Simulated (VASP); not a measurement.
# SnO (Romarchite) with rev-vdW-DF2: from relaxation to properties, part 4 of 5

Wanted: the relaxed cell of SnO (Romarchite) and its properties. The start is a cell from a database of measured crystal structures.

VASP 6.6.1; rev-vdW-DF2; plane waves and PAW (Sn_d, O).

So far, gap on the k-mesh (eV): step 2 (relaxing cell and atoms (rev-vdW-DF2)) 0.655; step 3 (second relaxation) 0.655; step 6 (density of states (rev-vdW-DF2)) 0.242; step 7 (optical spectrum (rev-vdW-DF2)) 0.242. The relaxed cell has a = 3.845, c = 4.862 Å (conventional setting).

## 8. Vibrations at Γ (rev-vdW-DF2)

Zone-centre modes test whether the atoms sit at a minimum within this cell. IBRION = 6 takes the force constants from differences of forces between displaced cells, so the forces must be tight.

Contents of INCAR:

```
SYSTEM = SnO
PREC = Accurate
ENCUT = 520
EDIFF = 1E-08
NELM = 100
ISMEAR = 0
SIGMA = 0.05
LREAL = .FALSE.
ALGO = Normal
GGA = MK
AGGAC = 0
LUSE_VDW = .TRUE.
PARAM1 = 0.1234
PARAM2 = 0.711357
ZAB_VDW = -1.8867
LASPH = .TRUE.
NBANDS = 26
LORBIT = 11
LWAVE = .FALSE.
LCHARG = .FALSE.
KPAR = 4
IBRION = 6
NFREE = 2
POTIM = 0.015
ISIF = 2
NSW = 1
```

Contents of POSCAR:

```
SnO
1.0
    3.8453305450      0.0000000000      0.0000000000
    0.0000000000      3.8453305450      0.0000000000
    0.0000000000      0.0000000000      4.8623809990
Sn O
2 2
Direct
    0.5000000000      0.0000000000      0.2386411685
    0.0000000000      0.5000000000      0.7613588315
    0.0000000000      0.0000000000      0.0000000000
    0.5000000000      0.5000000000      0.0000000000
```

Contents of KPOINTS:

```
Automatic mesh
0
Gamma
11 11 9
0 0 0
```

PAW data sets: Sn_d and O (PBE family, release 64).

Run with:

```
$ mpirun -np 4 vasp_std
```

The log of the run:

```text
[... set-up lines as in an earlier step ...]
 entering main loop
       N       E                     dE             d eps       ncg     rms          rms(c)
DAV:   1     0.414827700252E+03    0.41483E+03   -0.20222E+04  5536   0.233E+03
DAV:   2     0.436193963730E+02   -0.37121E+03   -0.36073E+03  5764   0.541E+02
DAV:   3    -0.155218072776E+02   -0.59141E+02   -0.58050E+02  6334   0.188E+02
DAV:   4    -0.182655779161E+02   -0.27438E+01   -0.27313E+01  6384   0.432E+01
DAV:   5    -0.183299555462E+02   -0.64378E-01   -0.64283E-01  6606   0.715E+00    0.117E+01
DAV:   6    -0.145969183632E+02    0.37330E+01   -0.19713E+01  8984   0.496E+01    0.499E+00
DAV:   7    -0.145674405581E+02    0.29478E-01   -0.23291E+00  6472   0.948E+00    0.249E+00
DAV:   8    -0.145512242546E+02    0.16216E-01   -0.38596E-01  7318   0.430E+00    0.847E-01
DAV:   9    -0.145388015419E+02    0.12423E-01   -0.72954E-02  8502   0.267E+00    0.249E-01
DAV:  10    -0.145402132318E+02   -0.14117E-02   -0.10975E-02  8044   0.948E-01    0.179E-01
DAV:  11    -0.145395819028E+02    0.63133E-03   -0.29754E-03  8378   0.514E-01    0.238E-02
DAV:  12    -0.145396245223E+02   -0.42620E-04   -0.39783E-04  5670   0.116E-01    0.325E-02
DAV:  13    -0.145396210255E+02    0.34968E-05   -0.25432E-05  8498   0.528E-02    0.926E-03
DAV:  14    -0.145396209345E+02    0.91034E-07   -0.36853E-06  5964   0.129E-02    0.394E-03
DAV:  15    -0.145396209288E+02    0.56343E-08   -0.21414E-07  7298   0.405E-03    0.257E-03
DAV:  16    -0.145396210281E+02   -0.99292E-07   -0.97929E-08  6312   0.319E-03    0.379E-04
DAV:  17    -0.145396210497E+02   -0.21528E-07   -0.94993E-09  3570   0.139E-03    0.268E-04
DAV:  18    -0.145396210541E+02   -0.44656E-08   -0.24723E-09  2880   0.682E-04
   1 F= -.14539621E+02 E0= -.14539621E+02  d E =-.385541E-08
 Found     4 degrees of freedom:
 Finite differences POTIM= 0.01500 DOF=   4
 bond charge predicted
       N       E                     dE             d eps       ncg     rms          rms(c)
DAV:   1    -0.145362857478E+02    0.33353E-02   -0.10920E+00 18666   0.578E+00    0.180E-01
DAV:   2    -0.145390862702E+02   -0.28005E-02   -0.28321E-02 21418   0.133E+00    0.584E-02
DAV:   3    -0.145391144751E+02   -0.28205E-04   -0.33438E-04 24634   0.263E-01    0.493E-02
DAV:   4    -0.145391198901E+02   -0.54150E-05   -0.25939E-05 21254   0.458E-02    0.263E-02
DAV:   5    -0.145391214362E+02   -0.15461E-05   -0.31815E-06 19598   0.558E-02    0.178E-03
DAV:   6    -0.145391215207E+02   -0.84459E-07   -0.87950E-07 24326   0.149E-02    0.884E-04
DAV:   7    -0.145391215174E+02    0.32223E-08   -0.18772E-07 20820   0.477E-03    0.275E-04
DAV:   8    -0.145391215284E+02   -0.10975E-07   -0.99192E-09  8476   0.300E-03    0.185E-04
DAV:   9    -0.145391215365E+02   -0.80827E-08   -0.50635E-09  8162   0.649E-04
   2 F= -.14539122E+02 E0= -.14539122E+02  d E =-.385042E-08
[...]
3 F= -.14539122E+02 E0= -.14539122E+02  d E =-.385188E-08
[...]
4 F= -.14538275E+02 E0= -.14538275E+02  d E =-.625606E-07
[...]
5 F= -.14538109E+02 E0= -.14538109E+02  d E =-.165844E-09
[...]
6 F= -.14538780E+02 E0= -.14538780E+02  d E =-.384576E-08
[...]
7 F= -.14538780E+02 E0= -.14538780E+02  d E =-.384099E-08
[...]
8 F= -.14538849E+02 E0= -.14538849E+02  d E =-.390190E-08
 Finite differences progress:
  Degree of freedom:   4/  4
  Displacement:        1/  2
  Total:               7/  8
 bond charge predicted
       N       E                     dE             d eps       ncg     rms          rms(c)
DAV:   1    -0.145342189844E+02    0.46304E-02   -0.38789E+00 10822   0.104E+01    0.241E-01
DAV:   2    -0.145392746069E+02   -0.50556E-02   -0.60149E-02 10498   0.203E+00    0.115E-01
DAV:   3    -0.145389148575E+02    0.35975E-03   -0.12121E-03 13482   0.511E-01    0.589E-02
DAV:   4    -0.145388359901E+02    0.78867E-04   -0.51284E-04 11610   0.219E-01    0.150E-02
DAV:   5    -0.145388487685E+02   -0.12778E-04   -0.11744E-04  9922   0.108E-01    0.120E-02
DAV:   6    -0.145388497156E+02   -0.94708E-06   -0.52907E-06 12396   0.197E-02    0.420E-03
DAV:   7    -0.145388493691E+02    0.34650E-06   -0.16393E-06 12992   0.196E-02    0.851E-04
DAV:   8    -0.145388494156E+02   -0.46464E-07   -0.37746E-07 10604   0.483E-03    0.535E-04
DAV:   9    -0.145388494114E+02    0.41900E-08   -0.28530E-08  7140   0.192E-03
   9 F= -.14538849E+02 E0= -.14538849E+02  d E =-.390324E-08
 Finite differences progress:
  Degree of freedom:   4/  4
  Displacement:        2/  2
  Total:               8/  8
```

Elapsed: 7.7 min, on 4 MPI ranks of Intel Xeon 6975P-C (Granite Rapids), shared host; peak memory 3.6 GiB.

From OUTCAR (step 8):

```text
   k-points           NKPTS =    105   k-points in BZ     NKDIM =    105   number of bands    NBANDS=     26

   NELECT =      40.0000    total number of electrons

 E-fermi :   6.7561

 k-point     1 :       0.0000    0.0000    0.0000
  band No.  band energies     occupation
    ...
     16       0.6631      2.00000
     17       3.3664      2.00000
     18       3.6347      2.00000
     19       3.6703      2.00000
     20       6.5817      2.00000
     21       8.7024      0.00000
     22      11.0210      0.00000
     23      11.2500      0.00000
     24      11.2697      0.00000
     25      12.2797      0.00000
    ...

Total vdW correction in eV:      6.7763959

  Total       -0.1033934      0.0895648     -0.0356272      0.0000000      0.0000000      0.0000000
  in kB       -2.3040236      1.9958680     -0.7939185      0.0000000      0.0000000      0.0000000
  external PRESSURE =      -0.3673580 kB  Pullay stress =       0.0000000 kB

 POSITION                                       TOTAL-FORCE (eV/Angst)
 -----------------------------------------------------------------------------------
      1.92267      0.00000      1.16036         0.000000      0.000000     -0.046333
      0.00000      1.92267      3.70202         0.000000      0.000000     -0.058386
      0.00000      0.00000     -0.01500         0.000000      0.000000      0.103041
      1.92267      1.92267      0.00000         0.000000      0.000000      0.001678
 -----------------------------------------------------------------------------------
    total drift:                                0.000000      0.000000      0.000098

  FREE ENERGIE OF THE ION-ELECTRON SYSTEM (eV)
  ---------------------------------------------------
  free  energy   TOTEN  =       -14.5388494114 eV

  energy  without entropy=      -14.5388494075  energy(sigma->0) =      -14.53884941

Total vdW correction in eV:      6.7763986

 Eigenvectors and eigenvalues of the dynamical matrix
 ----------------------------------------------------

   1 f  =   13.309122 THz    83.623677 2PiTHz  443.944511 cm-1    55.042079 meV
             X         Y         Z           dx          dy          dz
      1.922665  0.000000  1.160364     0.034404    0.002290    0.000000
      0.000000  1.922665  3.702017    -0.034404   -0.002290   -0.000000
      0.000000  0.000000  0.000000    -0.704706    0.046907   -0.000000
      1.922665  1.922665  0.000000     0.704706   -0.046907    0.000000

   2 f  =   13.309122 THz    83.623677 2PiTHz  443.944511 cm-1    55.042079 meV
             X         Y         Z           dx          dy          dz
      1.922665  0.000000  1.160364    -0.002290    0.034404    0.000000
      0.000000  1.922665  3.702017     0.002290   -0.034404    0.000000
      0.000000  0.000000  0.000000     0.046907    0.704706    0.000000
      1.922665  1.922665  0.000000    -0.046907   -0.704706    0.000000

   3 f  =   10.998499 THz    69.105605 2PiTHz  366.870427 cm-1    45.486115 meV
             X         Y         Z           dx          dy          dz
      1.922665  0.000000  1.160364     0.000000    0.000000    0.243782
      0.000000  1.922665  3.702017     0.000000    0.000000    0.243782
      0.000000  0.000000  0.000000     0.000000    0.000000   -0.663755
      1.922665  1.922665  0.000000     0.000000   -0.000000   -0.663755

   4 f  =   10.157137 THz    63.819174 2PiTHz  338.805623 cm-1    42.006525 meV
             X         Y         Z           dx          dy          dz
      1.922665  0.000000  1.160364     0.000000    0.000000   -0.000000
      0.000000  1.922665  3.702017     0.000000    0.000000   -0.000000
      0.000000  0.000000  0.000000     0.000000    0.000000   -0.707107
      1.922665  1.922665  0.000000     0.000000   -0.000000    0.707107

   5 f  =    7.617833 THz    47.864257 2PiTHz  254.103560 cm-1    31.504812 meV
             X         Y         Z           dx          dy          dz
      1.922665  0.000000  1.160364     0.188575   -0.153894    0.000000
      0.000000  1.922665  3.702017     0.188575   -0.153894   -0.000000
      0.000000  0.000000  0.000000    -0.514354    0.419757    0.000000
      1.922665  1.922665  0.000000    -0.514354    0.419757    0.000000

   6 f  =    7.617833 THz    47.864257 2PiTHz  254.103560 cm-1    31.504812 meV
             X         Y         Z           dx          dy          dz
      1.922665  0.000000  1.160364    -0.153894   -0.188575   -0.000000
      0.000000  1.922665  3.702017    -0.153894   -0.188575   -0.000000
      0.000000  0.000000  0.000000     0.419757    0.514354   -0.000000
      1.922665  1.922665  0.000000     0.419757    0.514354    0.000000

   7 f  =    6.158672 THz    38.696075 2PiTHz  205.431172 cm-1    25.470208 meV
             X         Y         Z           dx          dy          dz
      1.922665  0.000000  1.160364     0.000000    0.000000    0.707107
      0.000000  1.922665  3.702017    -0.000000    0.000000   -0.707107
      0.000000  0.000000  0.000000     0.000000   -0.000000    0.000000
      1.922665  1.922665  0.000000     0.000000   -0.000000    0.000000

   8 f  =    3.321704 THz    20.870884 2PiTHz  110.800132 cm-1    13.737459 meV
             X         Y         Z           dx          dy          dz
      1.922665  0.000000  1.160364    -0.639716    0.299290    0.000000
      0.000000  1.922665  3.702017     0.639716   -0.299290   -0.000000
      0.000000  0.000000  0.000000    -0.031231   -0.014612    0.000000
      1.922665  1.922665  0.000000     0.031231    0.014612    0.000000

   9 f  =    3.321704 THz    20.870884 2PiTHz  110.800132 cm-1    13.737459 meV
             X         Y         Z           dx          dy          dz
      1.922665  0.000000  1.160364    -0.299290   -0.639716    0.000000
      0.000000  1.922665  3.702017     0.299290    0.639716    0.000000
      0.000000  0.000000  0.000000    -0.014612    0.031231    0.000000
      1.922665  1.922665  0.000000     0.014612   -0.031231    0.000000

  10 f/i=    0.001460 THz     0.009174 2PiTHz    0.048705 cm-1     0.006039 meV
             X         Y         Z           dx          dy          dz
      1.922665  0.000000  1.160364     0.000000    0.000000   -0.663755
      0.000000  1.922665  3.702017     0.000000    0.000000   -0.663755
      0.000000  0.000000  0.000000     0.000000    0.000000   -0.243782
      1.922665  1.922665  0.000000     0.000000   -0.000000   -0.243782

  11 f/i=    0.003370 THz     0.021172 2PiTHz    0.112400 cm-1     0.013936 meV
             X         Y         Z           dx          dy          dz
      1.922665  0.000000  1.160364    -0.633125   -0.199771    0.000000
      0.000000  1.922665  3.702017    -0.633125   -0.199771   -0.000000
      0.000000  0.000000  0.000000    -0.232120   -0.073241    0.000000
      1.922665  1.922665  0.000000    -0.232120   -0.073241    0.000000

  12 f/i=    0.003370 THz     0.021172 2PiTHz    0.112400 cm-1     0.013936 meV
             X         Y         Z           dx          dy          dz
      1.922665  0.000000  1.160364     0.199771   -0.633125    0.000000
      0.000000  1.922665  3.702017     0.199771   -0.633125    0.000000
      0.000000  0.000000  0.000000     0.073241   -0.232120    0.000000
      1.922665  1.922665  0.000000     0.073241   -0.232120    0.000000

 ELASTIC MODULI CONTR FROM IONIC RELAXATION (kBar)
 Direction    XX          YY          ZZ          XY          YZ          ZX
 --------------------------------------------------------------------------------
 XX        -538.1730      6.2260   -451.0089      0.0000      0.0000      0.0000
 YY           6.2260   -538.1730   -451.0089      0.0000      0.0000     -0.0000
 ZZ        -451.0089   -451.0089   -764.7717      0.0000      0.0000      0.0000
 XY           0.0000      0.0000      0.0000      0.0000      0.0000      0.0000
 YZ           0.0000      0.0000      0.0000      0.0000   -232.3575      0.0000
 ZX           0.0000     -0.0000      0.0000      0.0000      0.0000   -232.3557
 --------------------------------------------------------------------------------

[... 7 parts as in an earlier step ...]

[... 9 further parts left out ...]
```

The last energy, forces, stress and levels in OUTCAR belong to the last displaced cell, not to the cell of POSCAR.

Numbers from this step:

| Item | Value |
| --- | --- |
| bands | 26 |
| irreducible k-points | 105 |
| pressure of the cell | -0.03923 GPa |
| largest force of the cell | 0.005000 eV/Å |

Transverse limit, no LO-TO splitting. The modes at Γ (shares of kinetic energy by element, %):

| mode | frequency (cm⁻¹) | symmetry | Sn % | O % |
| --- | --- | --- | --- | --- |
| 1 | -0.1 | acoustic | 88 | 12 |
| 2 | -0.1 | acoustic | 88 | 12 |
| 3 | 0.0 | acoustic | 88 | 12 |
| 4 | 110.8 | Eg | 100 | 0 |
| 5 | 110.8 | Eg | 100 | 0 |
| 6 | 205.4 | A1g | 100 | 0 |
| 7 | 254.1 | Eu | 12 | 88 |
| 8 | 254.1 | Eu | 12 | 88 |
| 9 | 338.8 | Bg | 0 | 100 |
| 10 | 366.9 | A2u | 12 | 88 |
| 11 | 443.9 | Eg | 0 | 100 |
| 12 | 443.9 | Eg | 0 | 100 |

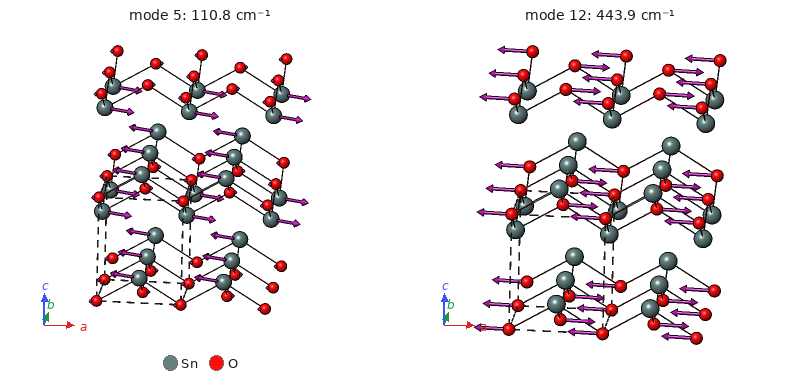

Displacement patterns of modes 5 and 12 at Γ; arrows are exaggerated. 2×2×2 cells are drawn. Some periodic images of atoms are drawn too.

The three acoustic modes lie within 0.1 cm⁻¹ of zero, and all others are real. By the characters of their eigenvectors the optical modes sort into (cm⁻¹) Raman active: Eg 111, A1g 205, Bg 339, Eg 444; infrared active: Eu 254, A2u 367. B labels carry no number here, since it depends on the setting of the axes. With a centre of inversion no mode is active in both.

(Continued in part 5 of 5.)

[Lines on the potential files, build, host, timing and source positions are cut from VASP's logs without a mark.]

[Logs are printed without paths, hosts, clocks, repeated set-up lines and the standing remarks that a program may print on its own settings, such as how far it seeks lower states.]

[Hosts, paths, dates, database ids (printed as entryN), source tags and the programs' standing remarks are cut or masked in the printed files.]

[A measured line is paired with the nearest computed mode of its activity, which favours agreement.]
